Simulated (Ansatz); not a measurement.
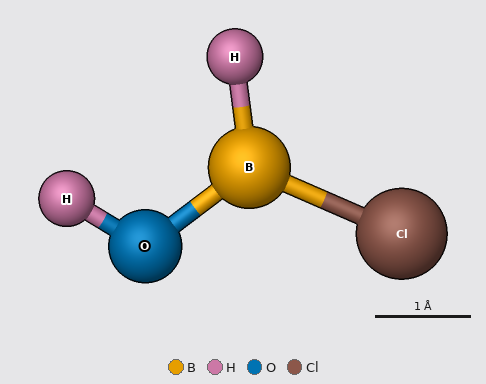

Figure 1. The input geometry (ball-and-stick view, seen at a tilt). Bond lengths as drawn: B–Cl 1.75 Å, B–H 1.19 Å, B–O 1.38 Å and H–O 0.97 Å.

## Geometry relaxation, with input and output: BH2ClO

- system: BH2ClO
- method: RKS PBE-D4/def2-TZVP (Ansatz 0.2.0)

It belongs to a series of runs on one base structure; here: end point A relaxed.

Output
```
The last accepted step is kept in [file] (removed where the run ends without a failure and the disk answers)
Engine: ansatz 0.2.0, x86_64-unknown-linux-gnu
Functional definition: PBE
  parameter kappa = 0.804
  parameter beta = 0.06672455060314922
  exchange = pbe_x(kappa = kappa, mu = beta*pi^2/3)
  correlation = pbe_c(beta = beta)
664 factors; their error is unknown
mean field evaluation 1: about -15268.0771 eV, gradient 5.8e1 eV
mean field evaluation 2: about -15239.6621 eV, gradient 1.3e2 eV
mean field evaluation 4: about -15273.7660 eV, gradient 9.1e0 eV
mean field evaluation 8: about -15273.9772 eV, gradient 1.3e-1 eV
mean field evaluation 16: about -15273.9696 eV, gradient 2.0e-4 eV
mean field -15273.96956104 eV, -561.3080282997 hartree, gradient 1.8e-5 eV, S^2 0.000000; 0 other end points of the search recorded, 0 dependent functions left out
the calculation of the forces begins
reference -15273.96959517 eV, -561.3080295540 hartree; 16, 16 occupied and 95, 95 virtual orbitals, 664 factors
relax step   1: F+E_penalty+E_count = -15274.03483462 eV  Δ(F+E_penalty+E_count) = +0.000e0 eV  max|allowed force component| = 8.871e-1 eV/Å  Δτ_max = 0.0000 Å  (27 SCF iters, accepted)
these checks for a lower state are left out or cut short: starts, cluster_reference, orbital_swaps, neighbouring_geometries, increment
664 factors; their error is unknown
mean field -15273.97505019 eV, -561.3082300222 hartree, gradient 1.3e-5 eV, S^2 0.000000; 0 other end points of the search recorded, 0 dependent functions left out
the calculation of the forces begins
reference -15273.97508435 eV, -561.3082312777 hartree; 16, 16 occupied and 95, 95 virtual orbitals, 664 factors
relax step   2: F+E_penalty+E_count = -15274.04047080 eV  Δ(F+E_penalty+E_count) = -5.636e-3 eV  max|allowed force component| = 4.817e-1 eV/Å  Δτ_max = 0.0433 Å  (29 SCF iters, accepted)
these checks for a lower state are left out or cut short: starts, cluster_reference, orbital_swaps, neighbouring_geometries, increment
664 factors; their error is unknown
mean field evaluation 32: about -15273.9806 eV, gradient 1.4e-5 eV
mean field -15273.98055488 eV, -561.3084323161 hartree, gradient 1.4e-5 eV, S^2 0.000000; 0 other end points of the search recorded, 0 dependent functions left out
the calculation of the forces begins
reference -15273.98058904 eV, -561.3084335712 hartree; 16, 16 occupied and 95, 95 virtual orbitals, 664 factors
relax step   3: F+E_penalty+E_count = -15274.04595860 eV  Δ(F+E_penalty+E_count) = -5.488e-3 eV  max|allowed force component| = 4.407e-1 eV/Å  Δτ_max = 0.0177 Å  (30 SCF iters, accepted)
these checks for a lower state are left out or cut short: starts, cluster_reference, orbital_swaps, neighbouring_geometries, increment
664 factors; their error is unknown
mean field -15273.98377899 eV, -561.3085507998 hartree, gradient 1.4e-5 eV, S^2 0.000000; 0 other end points of the search recorded, 0 dependent functions left out
the calculation of the forces begins
reference -15273.98381314 eV, -561.3085520548 hartree; 16, 16 occupied and 95, 95 virtual orbitals, 664 factors
relax step   4: F+E_penalty+E_count = -15274.04921257 eV  Δ(F+E_penalty+E_count) = -3.254e-3 eV  max|allowed force component| = 3.400e-1 eV/Å  Δτ_max = 0.0118 Å  (30 SCF iters, accepted)
these checks for a lower state are left out or cut short: starts, cluster_reference, orbital_swaps, neighbouring_geometries, increment
664 factors; their error is unknown
mean field -15273.98591903 eV, -561.3086294447 hartree, gradient 1.3e-5 eV, S^2 0.000000; 0 other end points of the search recorded, 0 dependent functions left out
the calculation of the forces begins
reference -15273.98595323 eV, -561.3086307018 hartree; 16, 16 occupied and 95, 95 virtual orbitals, 664 factors
relax step   5: F+E_penalty+E_count = -15274.05135523 eV  Δ(F+E_penalty+E_count) = -2.143e-3 eV  max|allowed force component| = 1.292e-1 eV/Å  Δτ_max = 0.0261 Å  (30 SCF iters, accepted)
these checks for a lower state are left out or cut short: starts, cluster_reference, orbital_swaps, neighbouring_geometries, increment
664 factors; their error is unknown
mean field -15273.98640658 eV, -561.3086473619 hartree, gradient 1.3e-5 eV, S^2 0.000000; 0 other end points of the search recorded, 0 dependent functions left out
the calculation of the forces begins
reference -15273.98644079 eV, -561.3086486193 hartree; 16, 16 occupied and 95, 95 virtual orbitals, 664 factors
relax step   6: F+E_penalty+E_count = -15274.05184991 eV  Δ(F+E_penalty+E_count) = -4.947e-4 eV  max|allowed force component| = 2.348e-2 eV/Å  Δτ_max = 0.0076 Å  (31 SCF iters, accepted)
664 factors; their error is unknown
mean field evaluation 64: about -15273.9940 eV, gradient 2.5e-2 eV
```

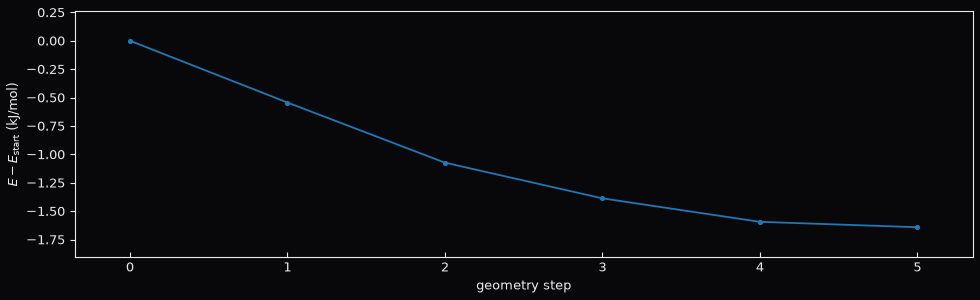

Figure 2. Progress of the relaxation, step by step (the first geometry is step 0 here and step 1 in the log).

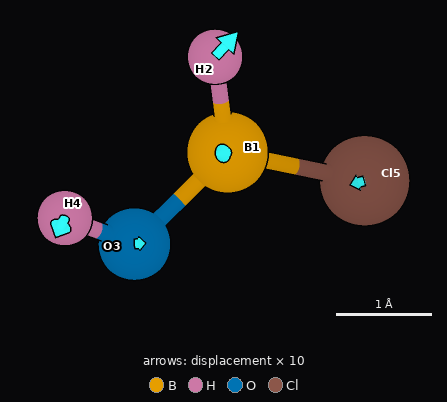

Figure 3. The starting structure with the displacements as teal arrows, magnified 10 times (ball-and-stick view, seen at a tilt). The two geometries are laid on each other by the best rigid fit. Over 5 geometry steps the energy falls by 1.64 kJ/mol. Largest force component: 0.89 eV/Å at the start, 0.023 eV/Å at the end. H2 moves most after the best rigid fit: 0.038 Å. Largest moves by element: H 0.038 Å, B 0.022 Å, Cl 0.017 Å, O 0.013 Å. Among the contacts that change: B1–O3 1.377 → 1.356 Å, B1–H2 1.189 → 1.201 Å, B1–Cl5 1.754 → 1.761 Å. Among the angles that change: H2–B1–O3 119.9° → 123.2°, H2–B1–Cl5 121.2° → 119.1°. (Atoms are counted from 1 in the order of the input.)

```
mean field -15273.98640658 eV, -561.3086473619 hartree, gradient 7.3e-5 eV, S^2 0.000000; 1 other end points of the search recorded, 0 dependent functions left out
the calculation of the forces begins
reference -15273.98644079 eV, -561.3086486193 hartree; 16, 16 occupied and 95, 95 virtual orbitals, 664 factors
Total energy: -15274.05188412 eV, -561.3110536172 hartree
Atom 0 at     0.217147    -0.119165     0.177162 Å, force    -0.009306     0.001946    -0.010916 eV/Å
Atom 1 at     0.151894    -0.090619     1.376034 Å, force    -0.002172     0.000595    -0.004274 eV/Å
Atom 2 at     1.361657    -0.390791    -0.496901 Å, force     0.017610    -0.003370     0.014929 eV/Å
Atom 3 at     2.109976    -0.556312     0.102492 Å, force    -0.023477     0.004826    -0.013781 eV/Å
Atom 4 at    -1.234074     0.204986    -0.766987 Å, force     0.017345    -0.003997     0.014041 eV/Å
Dipole moment:     0.382071    -0.084661     0.298591 e Å
```

Trajectory as extended XYZ (Å, eV, eV/Å), 6 frames, from step=1 to step=6
```
5
Properties=species:S:1:pos:R:3:forces:R:3 step=1 energy=-15274.03484
B     0.1976   -0.1251    0.1683    0.8871  -0.1121  -0.4406
H     0.1846   -0.0924    1.3566   -0.1989   0.0193   0.2896
O     1.3708   -0.4020   -0.4968   -0.6792   0.1491   0.1771
H     2.1017   -0.5445    0.1290   -0.0296  -0.0164  -0.0133
Cl   -1.2481    0.2122   -0.7653    0.0207  -0.0399  -0.0128
5
Properties=species:S:1:pos:R:3:forces:R:3 step=2 energy=-15274.04047
B     0.2162   -0.0862    0.1715    0.3714  -0.4817  -0.1564
H     0.1679   -0.1005    1.3691   -0.0567   0.1653   0.0550
O     1.3652   -0.3964   -0.5005   -0.3044   0.2108   0.1540
H     2.0978   -0.5607    0.1181    0.0108   0.0011  -0.0285
Cl   -1.2405    0.1919   -0.7664   -0.0211   0.1045  -0.0242
5
Properties=species:S:1:pos:R:3:forces:R:3 step=3 energy=-15274.04596
B     0.2114   -0.1032    0.1712    0.4407  -0.2775  -0.1732
H     0.1711   -0.0965    1.3681   -0.0894   0.0880   0.0765
O     1.3661   -0.3942   -0.5000   -0.3372   0.1400   0.1425
H     2.0984   -0.5570    0.1192    0.0091   0.0000  -0.0262
Cl   -1.2404    0.1990   -0.7667   -0.0232   0.0494  -0.0197
5
Properties=species:S:1:pos:R:3:forces:R:3 step=4 energy=-15274.04921
B     0.2110   -0.1151    0.1718    0.3400  -0.1008  -0.0934
H     0.1698   -0.0935    1.3704   -0.0857   0.0265   0.0330
O     1.3651   -0.3896   -0.5002   -0.2316   0.0533   0.1072
H     2.0982   -0.5566    0.1169    0.0160   0.0037  -0.0305
Cl   -1.2375    0.2028   -0.7672   -0.0388   0.0173  -0.0162
5
Properties=species:S:1:pos:R:3:forces:R:3 step=5 energy=-15274.05135
B     0.2165   -0.1189    0.1791    0.0139  -0.0044  -0.0152
H     0.1470   -0.0896    1.3751    0.0025   0.0005   0.0572
O     1.3615   -0.3905   -0.4923   -0.0666   0.0142  -0.1292
H     2.1141   -0.5575    0.0962    0.0602  -0.0127   0.0987
Cl   -1.2324    0.2046   -0.7662   -0.0100   0.0025  -0.0116
5
Properties=species:S:1:pos:R:3:forces:R:3 step=6 energy=-15274.05185
B     0.2171   -0.1192    0.1772   -0.0093   0.0019  -0.0109
H     0.1519   -0.0906    1.3760   -0.0022   0.0006  -0.0043
O     1.3617   -0.3908   -0.4969    0.0176  -0.0034   0.0149
H     2.1100   -0.5563    0.1025   -0.0235   0.0048  -0.0138
Cl   -1.2341    0.2050   -0.7670    0.0173  -0.0040   0.0140
```

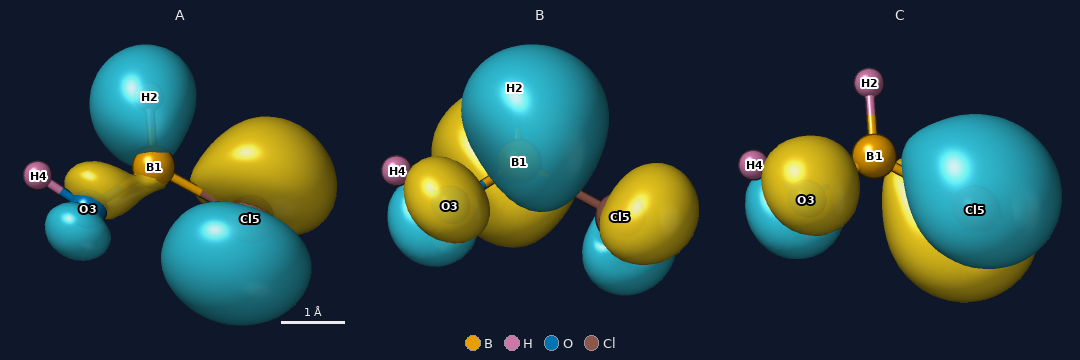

Figure 4. Three frontier orbitals at ±0.1 Å⁻³ᐟ² (yellow and cyan are the two phases). C is the HOMO−1 (−7.94 eV). A is the HOMO (−7.46 eV). B is the LUMO (−1.44 eV). The HOMO–LUMO gap is 6.02 eV between the orbital energies.

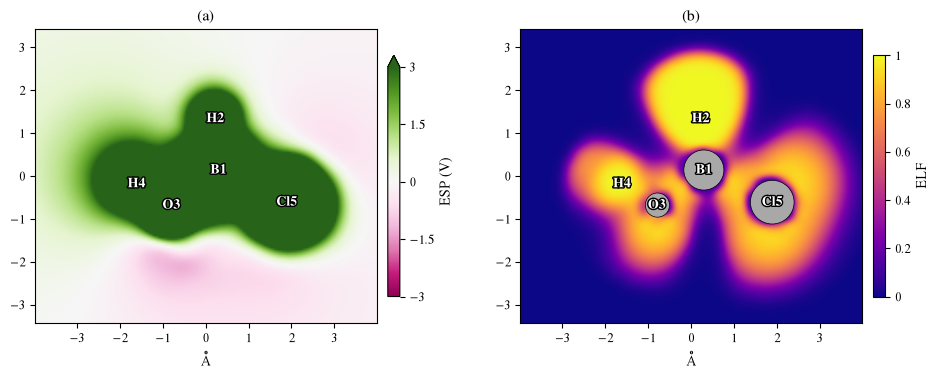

Figure 5. (a) molecular electrostatic potential; (b) electron localisation function on the molecular plane. Grey discs, where drawn, cover atomic cores. Atoms in the plane: B, H, O and Cl. B–Cl (1.76 Å): the ELF peaks at about 0.90 between the atoms, which marks a polar covalent bond. O–H (0.97 Å): the ELF climbs to about 1 towards the hydrogen, as it does in any bond to H (a covalent bond by its length). B–H (1.20 Å): the ELF climbs to about 1 towards the hydrogen; a covalent bond by its length.

The run was set up as follows.

Input file
```yaml
crystal:
  periodic: [false, false, false]
  atoms:
    - { symbol: B, position_ang: [0.197617, -0.125127, 0.16828] }
    - { symbol: H, position_ang: [0.184568, -0.09243, 1.356564] }
    - { symbol: O, position_ang: [1.370782, -0.402035, -0.496764] }
    - { symbol: H, position_ang: [2.101743, -0.544548, 0.128975] }
    - { symbol: Cl, position_ang: [-1.24811, 0.212239, -0.765255] }
basis:
  gaussian: { orbitals: def2-TZVP }
hamiltonian:
  xc: pbe
  dispersion: d4
relax:
  f_tol: 0.03
  max_steps: 50
output:
  orbitals: {}
```

Launch command:
```bash
ansatz run input.yaml --threads 4 --pin off --max-ram 5120MiB --backend cpu --events-out ev --progress --plain --runs-dir out
```

Key numbers

- outcome: converged
- total energy: −15274.0519 eV
- mean-field energy: −15273.9864 eV
- largest force (length of the vector) at the end: 0.028 eV/Å
- hardware: 4 threads of Intel Xeon (Granite Rapids), 32 GiB of memory available, shared host
- wall time: 2.5 s (CPU time 8.2 s)
- peak memory: 0.17 GiB
